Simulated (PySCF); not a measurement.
C$_{4}$H$_{7}$FO (SMILES C=C(CF)OC)

Input

```
{"job": {"kind": "uv", "xc": "CAM-B3LYP", "basis": "def2-SVPD", "nstates": 8, "ntriplets": 3}, "charge": 0, "multiplicity": 1}
C      0.397883     1.332029     0.042236
C      0.402352     0.011557    -0.062193
C      1.649325    -0.807949    -0.286310
F      2.767277    -0.026183    -0.371386
O     -0.670691    -0.829465     0.008069
C     -1.935806    -0.245785     0.213468
H      1.320588     1.874815    -0.032969
H     -0.493723     1.908200     0.201704
H      1.799771    -1.506399     0.545032
H      1.570607    -1.371307    -1.223353
H     -2.644080    -1.071655     0.236253
H     -2.194522     0.436601    -0.601867
H     -1.973371     0.296027     1.163443
```

Command:

```sh
OMP_NUM_THREADS=1 python probes_run.py task.json out
```

Geometry: GFN2-xTB.

Theory: CAM-B3LYP/def2-SVPD, SCF density, gas phase (PySCF).

> What will maps of the electron density and electron localisation function show?

C–C (1.32 Å): ρ at the midpoint is about 2.3 e/Å³; the ELF peaks at about 0.95 between the atoms; a multiple bond.
C–O (1.37 Å): ρ at the midpoint is about 2.3 e/Å³, with its minimum of 1.9 e/Å³ about 0.5 Å from C; the ELF peaks at about 0.90 between the atoms (a shared but strongly polarised pair).
C–F (1.37 Å): ρ is about 2.1 e/Å³ halfway, with its minimum of 1.6 e/Å³ about 0.5 Å from C; the ELF peaks at about 0.85 between the atoms (a polar covalent bond).
C–H (1.07 Å): ρ at the midpoint is about 2 e/Å³; the ELF climbs to about 1 towards the hydrogen, as it does in any bond to H; a covalent bond by its length.

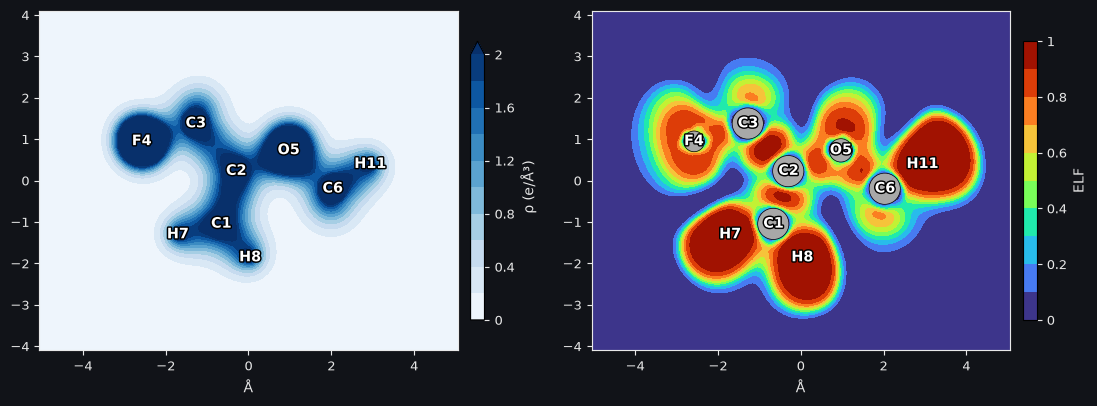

Computed electron density and electron localisation function on the plane of atoms C1, C2 and O5, in this order. Grey discs cover the atomic cores in the ELF map. 
